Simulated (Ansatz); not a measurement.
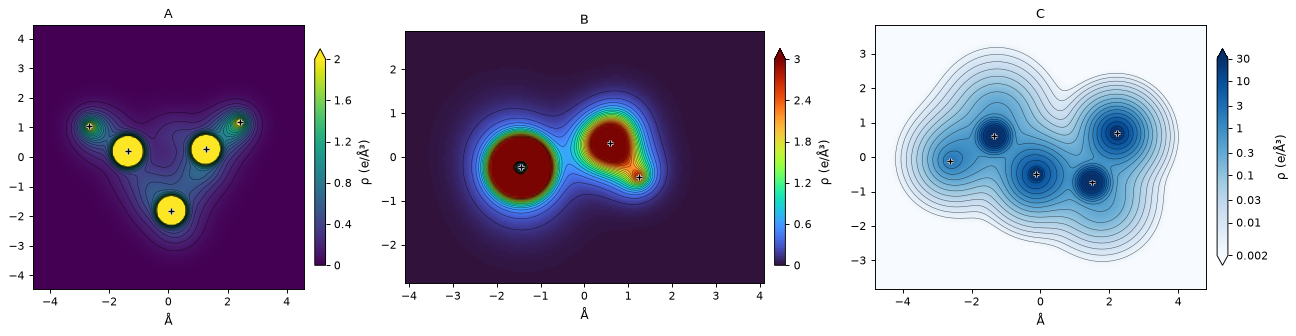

The total electron density of 3 systems, each on a plane through atoms (crosses mark nuclei in the plane).

Theory: isolated molecule in a Gaussian basis; Kohn-Sham density functional theory, functional PBE0 in Ansatz 0.2.0.

System 1: ClF₂H₃OSi₂ (SMILES F[SiH](F)O[SiH2]Cl), the plane of atoms F3, Si5 and O4. Geometry: r2SCAN-D4/def2-SVP.

```xyz
9

Cl    4.2359    2.0931   -0.8787
F     0.0141   -0.3740    1.5817
F     0.5576    2.0358    0.8188
O     2.3307    0.1208    0.4345
Si    1.1982    0.7042    1.4559
Si    3.1359    0.3505   -0.9960
H     1.7490    0.9887    2.7852
H     4.0643   -0.7876   -1.1774
H     2.1680    0.4881   -2.1111
```

System 2: AlF₂H₄Si₂ (charge +1), the plane of atoms Al1, Si4 and Si5. Geometry: BLYP-D3(BJ)/def2-SVP.

```xyz
9

Al    0.5899    1.9704    2.0149
F     0.1266    3.4428    0.7132
F    -1.2823    2.6116    2.4158
Si   -1.5211    2.7861    0.6662
Si   -0.6342    0.6060    0.3357
H    -2.4375    3.9441    0.4733
H    -0.1017    0.4604   -1.0499
H    -1.6124   -0.4308    0.7752
H     1.6568    2.3582    3.0871
```

System 3: H₃NSn (SMILES [NH2][SnH]) (triplet), the plane of atoms Sn2, N1 and H4. Geometry: B3LYP-D3(BJ)/def2-SVP; core potentials replace the inner electrons of Sn.

```yaml
atoms:
  - { symbol: N, position_ang: [-0.8086, -1.1308, -2.1783] }
  - { symbol: Sn, position_ang: [1.2821, -0.9035, -2.0259] }
  - { symbol: H, position_ang: [-1.2856, -1.3716, -1.3062] }
  - { symbol: H, position_ang: [-1.1245, -1.7875, -2.8958] }
  - { symbol: H, position_ang: [1.6747, 0.7709, -2.4241] }
```

Q: Which map belongs to which system?

A: Panel A is system 2, AlF₂H₄Si₂: the plane holds Al, Si and H. Si–Si (2.38 Å): ρ at the midpoint is about 0.57 e/Å³. Panel B is system 3, H₃NSn: the plane holds N, Sn and H. Sn–N (2.11 Å): the density is about 0.66 e/Å³ at the midpoint. Panel C is system 1, ClF₂H₃OSi₂: the plane holds F, O, Si and H. Si–F (1.61 Å): the density is about 1.1 e/Å³ at the midpoint.
